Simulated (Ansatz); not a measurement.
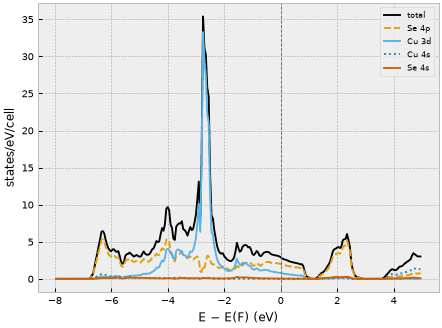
Total and projected density of states of CuSe2 in space group Pnnm (No. 58; Cu on 2a, Se on 4g), DFT-r²SCAN in the program Ansatz with PAW potentials

Which orbitals carry the states next to the Fermi level?

Within 0.5 eV of the Fermi level: Se 4p 68 %, Cu 3d 28 %. Projections are on Löwdin-orthogonalised atomic valence shells; empty p or d shells of many metals are not among them.

Where is the tallest occupied peak in this window, and what makes it?

Near -2.8 eV, about 35 states/eV per cell; the largest projected share is Cu 3d.

The workflow started from a Materials Project entry (that database holds measured and hypothetical structures alike); the Crystallography Open Database files this formula in space group No. 58, but the cells were not matched. Its standing as an ambient phase is unchecked. The cell was relaxed with r²SCAN under the symmetry of its start; whether a distortion lowers the energy is not shown. The run is not spin-polarised. Scalar-relativistic: spin–orbit coupling is off unless named, which matters more the heavier the elements.

Potentials: the later of the program's two PAW sets.
